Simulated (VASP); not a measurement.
Band structure of NbC (rock salt). All values below come from PBEsol GGA, VASP's PBE PAW potentials (set 64) (plane waves; VASP 6.6.1).

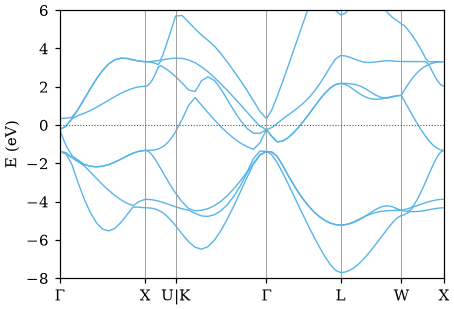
*Bands along high-symmetry lines, zero at the valence-band maximum or, without a gap, the Fermi level*

### Question
Read the plot: is there a gap, and where are the band edges?

### Answer
It has no gap at this level: it comes out as a metal or semimetal. (Edges off the drawn lines would not show.)

The compound is NbC in the rock salt structure. It was relaxed first. The electron count is odd and the run is not spin-polarised, which forces a metal.
